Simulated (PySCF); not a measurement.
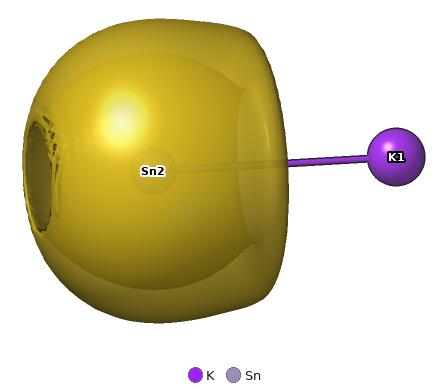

KSn (quartet). Isosurface of the electron localisation function at 0.75 (yellow), seen from one side. Only the valence region is drawn (cores and ρ < 0.01 e/Å³ removed).

Core potentials replace the inner electrons of Sn.

All numbers below come from PBE0/def2-SVPD, non-relativistic Hamiltonian with scalar-relativistic core potentials where named, at a bond length of 3.293 Å (PySCF).

```xyz
2

K     0.0000    0.0000   -2.4854
Sn    0.0000    0.0000    0.8076
```

### Identify the bonds, lone pairs and shells in this picture.

The ELF exceeds this value in one region wrapped around Sn (its valence shell).

Values along the shortest contacts:
K–Sn (3.29 Å): the ELF peaks at about 0.55 in the valence shell of Sn, 1.4 Å from its nucleus, and is about 0.30 at the midpoint.
